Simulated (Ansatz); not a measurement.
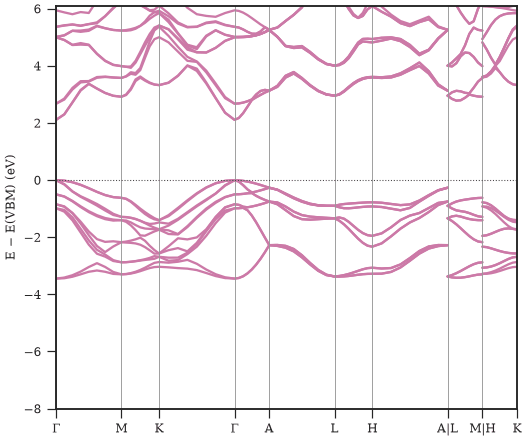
*Band structure from PBE with spin–orbit coupling in the plane-wave PAW code Ansatz*

### Question
Read off the gap and where the band edges lie.

### Answer
About 2.1 eV (2.11 eV by a search for the band edges); maximum at Γ, minimum at Γ.

The material is MgTe (wurtzite, space group No. 186).

Space group P6_3mc (wurtzite). Symmetry was held in the PBE relaxation; of distortions, only those at the zone centre were tested.

Potentials: the later of the program's two PAW sets.
